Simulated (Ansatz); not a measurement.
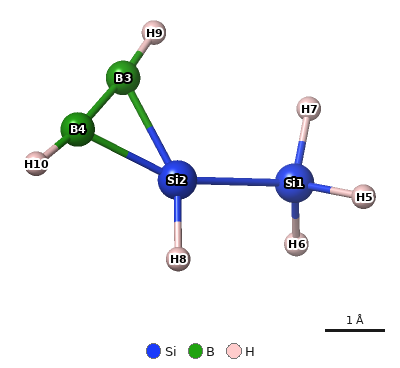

B₂Si₂H₆, before the relaxation. A ball-and-stick model, seen at a tilt.

The run prepares an end point of a later path (hydrogen shift) calculation, from a guessed geometry.

All numbers below come from RKS PBE0-D4/cc-pVDZ (Ansatz).

Input file:
```yaml
crystal:
  periodic: [false, false, false]
  atoms:
    - { symbol: Si, position_ang: [-1.68224, 0.32489, -0.61225] }
    - { symbol: Si, position_ang: [0.36039, -0.6022, -0.00813] }
    - { symbol: B, position_ang: [1.52428, 0.78028, 0.83974] }
    - { symbol: B, position_ang: [2.2095, -0.53447, 0.76977] }
    - { symbol: H, position_ang: [-1.98105, 0.19801, -2.04656] }
    - { symbol: H, position_ang: [-2.82413, -0.26601, 0.10198] }
    - { symbol: H, position_ang: [-1.72142, 1.7613, -0.31757] }
    - { symbol: H, position_ang: [0.17147, -2.01638, -0.44965] }
    - { symbol: H, position_ang: [1.08464, 1.85506, 0.94002] }
    - { symbol: H, position_ang: [2.85856, -1.50048, 0.78265] }
basis:
  gaussian: { orbitals: cc-pVDZ }
hamiltonian:
  xc: pbe0
  dispersion: d4
relax:
  f_tol: 0.02
  max_steps: 50
```

Command:
```bash
ansatz run input.yaml --threads 2 --pin off --max-ram 3072MiB --backend cpu --events-out ev --progress --plain --runs-dir out
```

> Predict the outcome.

The energy falls by 0.192 eV in 5 geometry steps. The largest force component goes from 0.8 to 0.014 eV/Å. The atom that moves furthest after the best rigid fit is H8 (0.19 Å). Largest moves by element: H 0.19 Å, Si 0.06 Å, B 0.05 Å. Some distances before and after: Si2–B4 2.007 → 2.087 Å, Si1–H5 1.471 → 1.500 Å, Si1–H7 1.467 → 1.495 Å, B4–H10 1.164 → 1.189 Å. Bond angles that change, for instance: Si2–B4–H10 119.3° → 109.6°, Si1–Si2–H8 100.9° → 110.5°, B3–Si2–H8 148.8° → 140.2°. The run took 17 s on 2 threads of Arm Neoverse V1, on a shared host, peak memory 0.19 GiB.

The structure at the end:

```xyz
10

Si   -1.7133    0.3811   -0.6091
Si    0.3312   -0.5994   -0.0185
B     1.5122    0.7883    0.8274
B     2.2513   -0.5163    0.7941
H    -1.9450    0.2038   -2.0801
H    -2.8235   -0.2977    0.1362
H    -1.6833    1.8361   -0.2674
H     0.3419   -2.0527   -0.3846
H     0.9687    1.8459    0.8741
H     2.7599   -1.5890    0.7279
```

After the run, drawn alike:

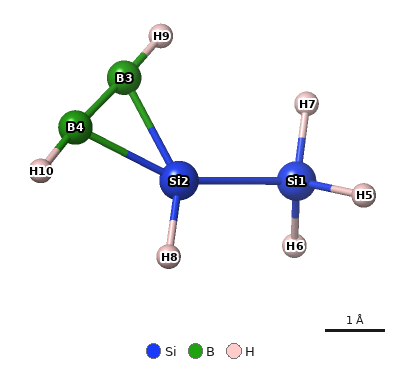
